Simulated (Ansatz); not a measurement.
# NH3 with SiH3Cl: superposition error and deformation, part 3 of 3

Ansatz 0.2.0, Gaussian basis.

### Step 25. B97M-V/def2-TZVPPD

The inputs:

free-a/in.yaml

```yaml
crystal:
  periodic: [false, false, false]
  atoms:
    - {symbol: N, position_ang: [-0.006930, 0.032639, -1.554196]}
    - {symbol: H, position_ang: [0.973576, 0.127686, -1.788360]}
    - {symbol: H, position_ang: [-0.281272, -0.910229, -1.801171]}
    - {symbol: H, position_ang: [-0.519696, 0.660075, -2.161379]}
basis:
  gaussian: {orbitals: "def2-TZVPPD.json"}
hamiltonian: {xc: {name: B97M-V}}
```

free-b/in.yaml

```yaml
crystal:
  periodic: [false, false, false]
  atoms:
    - {symbol: Si, position_ang: [-0.112419, 0.115374, 1.488856]}
    - {symbol: Cl, position_ang: [1.153423, -1.439456, 1.045091]}
    - {symbol: H, position_ang: [0.452076, 1.358940, 0.916924]}
    - {symbol: H, position_ang: [-0.221591, 0.227288, 2.961196]}
    - {symbol: H, position_ang: [-1.437066, -0.172318, 0.893238]}
basis:
  gaussian: {orbitals: "def2-TZVPPD.json"}
hamiltonian: {xc: {name: B97M-V}}
```

Each run has its own folder and the same command.

Launch:

```sh
$ ansatz run in.yaml --threads 4 --pin off --events-out ev --progress --plain --max-ram 9574MiB
```

free-a printed (excerpt; [...] marks lines left out):

```text
Functional definition: B97M-V
  name "B97M-V"
  cite "Mardirossian & Head-Gordon, J. Chem. Phys. 142, 074111 (2015) doi:10.1063/1.4907719"
  cite "Becke, J. Chem. Phys. 107, 8554 (1997) doi:10.1063/1.475007"
  cite "Vydrov & Van Voorhis, J. Chem. Phys. 133, 244103 (2010) doi:10.1063/1.3521275"
  # Of w^i u^j: cxij and so on, Table III.
[...]
  gx(w, u) = cx00 + cx01*u + cx02*u^2 + (cx10 + cx11*u)*w
[...]
  gos(w, u) = cos00 + cos01*u + cos03*u^3 + cos10*w + cos32*w^3*u^2
[...]
      + integral(e_c_pw_mod_opposite_spin*gos(b97_w_opposite, b97_u_opposite)) + vv10(b, c)
356 factors; their error is unknown
[...]
mean field -1539.43526322 eV, -56.5732024568 hartree, gradient 5.4e-5 eV, S^2 0.000000; 0 other end points of the search recorded, 0 dependent functions left out
reference -1539.43530302 eV, -56.5732039194 hartree; 5, 5 occupied and 83, 83 virtual orbitals, 356 factors
Total energy: -1539.43530302 eV, -56.5732039194 hartree
```

Output in free-b (excerpt; [...] marks lines left out):

```text
[... 5 set-up lines as earlier in the session ...]
  # Of w^i u^j: cxij and so on, Table III.
[...]
  gx(w, u) = cx00 + cx01*u + cx02*u^2 + (cx10 + cx11*u)*w
[...]
  gos(w, u) = cos00 + cos01*u + cos03*u^3 + cos10*w + cos32*w^3*u^2
[...]
      + integral(e_c_pw_mod_opposite_spin*gos(b97_w_opposite, b97_u_opposite)) + vv10(b, c)
806 factors; their error is unknown
[...]
mean field -20445.64628549 eV, -751.3636424349 hartree, gradient 2.2e-5 eV, S^2 0.000000; 0 other end points of the search recorded, 0 dependent functions left out
reference -20445.64635816 eV, -751.3636451057 hartree; 17, 17 occupied and 133, 133 virtual orbitals, 806 factors
Total energy: -20445.64635816 eV, -751.3636451057 hartree
```

They took 0.56 s (free-a), 2.3 s (free-b) on 4 threads of Arm Neoverse V2, shared host.

### Step 26. HSE06-D4/def2-TZVPPD

The same edit goes into each in.yaml of step 25 (free-a, free-b):

```diff
-hamiltonian: {xc: {name: B97M-V}}
+hamiltonian: {xc: hse06, dispersion: d4}
```

One command serves all of them, each in its own folder.

Launch:

```sh
$ ansatz run in.yaml --threads 4 --pin off --events-out ev --progress --plain --max-ram 9574MiB
```

free-a printed (excerpt; [...] marks lines left out):

```text
[... 6 set-up lines as earlier in the session ...]
[...]
  # The whole range is PBE's own exchange, as in plane waves. The composition of these papers is wPBEh.
[...]
356 factors; their error is unknown
44 factors; integrals over basis functions are off by at most 2.9e-6 eV
[...]
mean field -1537.82551804 eV, -56.5140454124 hartree, gradient 3.1e-5 eV, S^2 0.000000; 0 other end points of the search recorded, 0 dependent functions left out
reference -1537.82554449 eV, -56.5140463844 hartree; 5, 5 occupied and 83, 83 virtual orbitals, 356 factors
Total energy: -1537.83374629 eV, -56.5143477950 hartree
```

Output in free-b (excerpt; [...] marks lines left out):

```text
[... 6 set-up lines as earlier in the session ...]
[...]
833 factors; their error is unknown
77 factors; integrals over basis functions are off by at most 1.4e-5 eV
[...]
mean field -20442.96732213 eV, -751.2651923473 hartree, gradient 1.4e-5 eV, S^2 0.000000; 0 other end points of the search recorded, 0 dependent functions left out
reference -20442.96737251 eV, -751.2651941987 hartree; 17, 17 occupied and 133, 133 virtual orbitals, 833 factors
Total energy: -20443.02551732 eV, -751.2673309811 hartree
```

Times: 0.25 s (free-a), 0.9 s (free-b) on 4 threads of Arm Neoverse V2, shared host.

### Step 27. CCSD(T)/def2-TZVPPD

The same edit goes into each in.yaml of step 26 (free-a, free-b):

```diff
-hamiltonian: {xc: hse06, dispersion: d4}
+correlation: {method: ccsd_t}
```

One command serves all of them, each in its own folder.

Launch:

```sh
$ ansatz run in.yaml --threads 4 --pin off --events-out ev --progress --plain --max-ram 9574MiB
```

free-a printed (excerpt; [...] marks lines left out):

```text
[... 4 set-up lines as earlier in the session ...]
[...]
500 factors; integrals over basis functions are off by at most 6.1e-4 eV
[...]
mean field -1529.87712369 eV, -56.2219473075 hartree, gradient 4.9e-7 eV, S^2 0.000000; 0 other end points of the search recorded, 0 dependent functions left out
1 core orbitals not correlated: weight in the atoms' cores, before any rotation towards them, 1.000 or more for the frozen orbitals, at most 0.000 for the correlated occupied ones
reference -1529.87712369 eV, -56.2219473075 hartree; 4, 4 occupied and 83, 83 virtual orbitals, 500 factors
second order -6.43522809 eV of doubles, -0.00000000 eV of singles
cycle   1  -6.61125074 eV  change   -1.8e-1 eV  update   4.2e-2
[...]
cycle   9  -6.76753595 eV  change    3.2e-6 eV  update   5.7e-6
perturbative correction -0.21608506 eV, -0.0079409796 hartree
Total energy: -1536.86074470 eV, -56.4785906461 hartree
```

free-b printed (excerpt; [...] marks lines left out):

```text
[... 4 set-up lines as earlier in the session ...]
[...]
841 factors; integrals over basis functions are off by at most 8.9e-4 eV
[...]
mean field -20415.31178973 eV, -750.2488702772 hartree, gradient 1.3e-6 eV, S^2 0.000000; 0 other end points of the search recorded, 0 dependent functions left out
10 core orbitals not correlated: weight in the atoms' cores, before any rotation towards them, 1.000 or more for the frozen orbitals, at most 0.000 for the correlated occupied ones
reference -20415.31178973 eV, -750.2488702772 hartree; 7, 7 occupied and 133, 133 virtual orbitals, 841 factors
second order -8.77051099 eV of doubles, -0.00000000 eV of singles
cycle   1  -9.50809872 eV  change   -7.4e-1 eV  update   6.2e-2
[...]
cycle   8  -9.80143998 eV  change   -1.2e-5 eV  update   1.2e-5
perturbative correction -0.35612859 eV, -0.0130874843 hartree
Total energy: -20425.46935830 eV, -750.6221540371 hartree
```

They took 0.35 s (free-a), 2 s (free-b) on 4 threads of Arm Neoverse V2, shared host; peak memory 0.64 GiB.

### Step 28. The split

| method | interaction with counterpoise (meV) | without | superposition error | deformation | binding energy |
| --- | --- | --- | --- | --- | --- |
| PBE-D4 | -167 | -177 | 9 | 23 | -144 |
| revPBE-D4 | -161 | -171 | 10 | 23 | -139 |
| BLYP-D4 | -144 | -154 | 10 | 21 | -123 |
| r2SCAN-D4 | -162 | -170 | 8 | 28 | -134 |
| B97M-V | -163 | -171 | 8 | 30 | -133 |
| PBE0-D4 | -168 | -176 | 8 | 28 | -141 |
| B3LYP-D4 | -153 | -162 | 9 | 25 | -128 |
| HSE06-D4 | -165 | -173 | 8 | 28 | -138 |
| wB97X-V | -157 | -165 | 7 | 28 | -129 |
| wB97M-V | -171 | -180 | 9 | 27 | -144 |
| B2PLYP | -91 | -106 | 15 | 27 | -64 |
| Hartree-Fock | -18 | -24 | 6 | 31 | 13 |
| MP2 | -138 | -171 | 32 | 29 | -109 |
| CCSD | -114 | -144 | 30 | 28 | -85 |
| CCSD(T) | -131 | -164 | 33 | 28 | -103 |

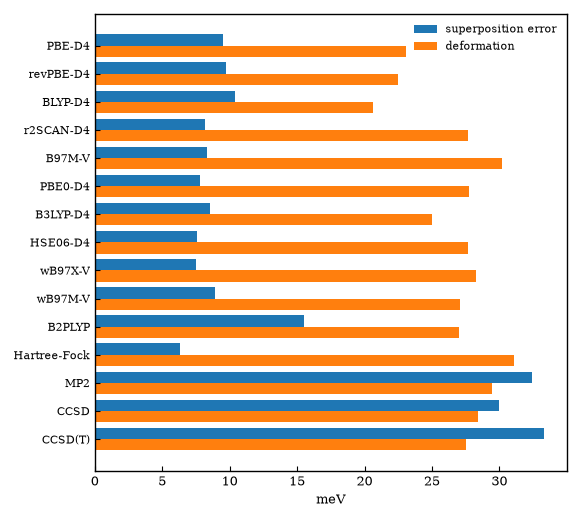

Superposition error and deformation energy by method.

### Step 29. Results

This closing draws on all 3 parts.

| quantity | value |
| --- | --- |
| interaction, CCSD(T) | -131 meV |
| superposition error | 33 meV |
| deformation | 28 meV |
| binding energy | -103 meV |

What this shows: In this basis the superposition error is 33 meV for CCSD(T) and 9 meV on average for the plain functionals: correlated methods borrow far more, since they need many more functions to converge. Deformation takes back 21 % of the interaction.
